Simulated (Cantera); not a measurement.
Input: 1 mol CF4, 0.52 mol H2, equilibrated at 5300 Pa.

Method: chemical equilibrium by Gibbs-energy minimisation in Cantera with the NASA 1993 tables (ideal gas, pure condensed phases). Candidate condensed phases: C, C6H6, C7H8, C8H18; 95 gas species. The tables' values for C2F4 are old estimates; treat these amounts as uncertain. Gases not in the tables: C2F6 and larger saturated fluorocarbons. Rates play no part.

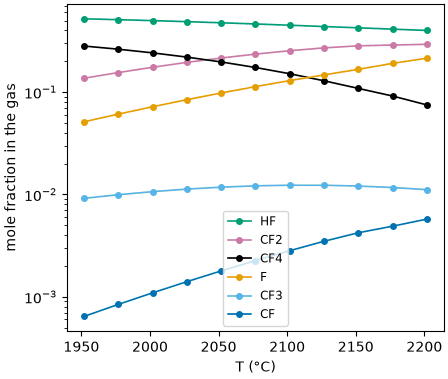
*Equilibrium gas composition (values under 1e-9 drawn at 1e-9)*

From 1952 °C to 2127 °C the condensed part is C(graphite). From 2152 °C to 2202 °C nothing is condensed. The main C-bearing gas is CF4 at 1952 °C and CF2 at 2202 °C.
